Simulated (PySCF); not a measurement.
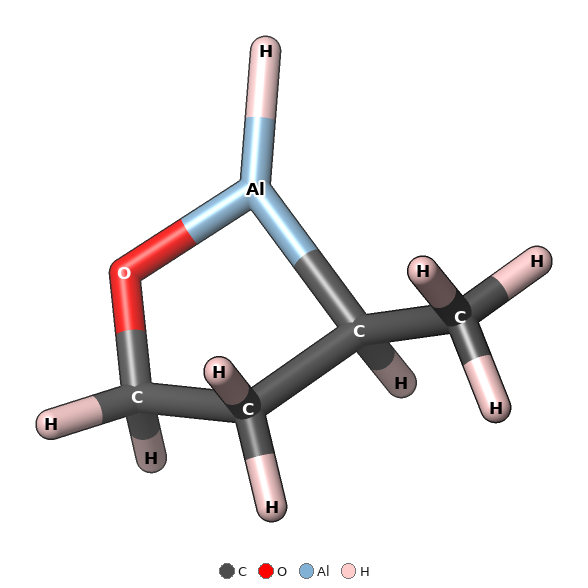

The computed structure is the end point of a GFN2-xTB optimisation. No frequency run is at hand to confirm it as a minimum. Properties computed with B3LYP/def2-SVPD, gas phase (PySCF 2.14.0). Excitations: vertical, linear response.

Computed properties:

The species is C₄H₉AlO (`C[C@H]1CC[O][AlH]1`).
- dipole moment: 1.28 D
- HOMO energy (Kohn–Sham orbital): −6.92 eV
- LUMO energy (Kohn–Sham orbital): −1.00 eV
- HOMO–LUMO gap: 5.92 eV
- mean static polarisability: 75.7 bohr³
- lowest vertical singlet excitation: 4.84 eV
- its oscillator strength: 0.002
- brightest of the 8 lowest singlets: 6.97 eV
- its oscillator strength: 0.15

The geometry is semi-empirical. Around Al such bond lengths and angles can be off by a tenth of an ångström or more and by several degrees, and values that hang on the shape move with them.
